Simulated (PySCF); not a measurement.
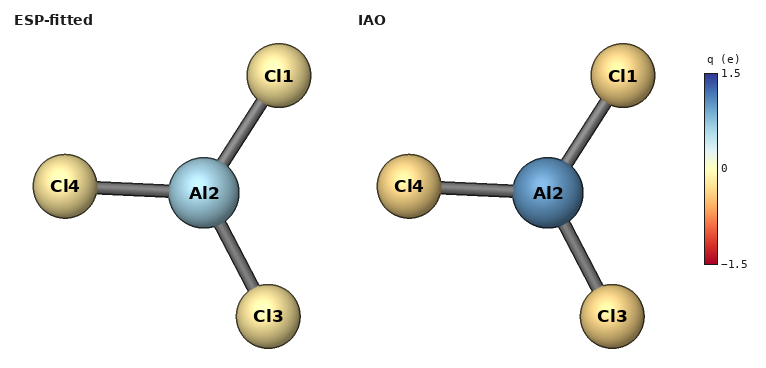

Atomic charges of one calculation by 2 schemes, on one colour scale. The geometry was computed by an optimisation with PBE0-D3(BJ)/def2-SVP. No frequency run is at hand to confirm it as a minimum. Level of theory: PBE0/pcSseg-3 (PySCF 2.14.0).

> Which scheme gives the most polar picture (largest mean size of the charges)?

The IAO charges are the largest in size here.

List the charges (e), one line for each set of equivalent atoms.

```csv
atom,ESP-fitted,IAO
"Cl1, Cl3, Cl4",−0.21,−0.34
Al2,0.63,1.01
```
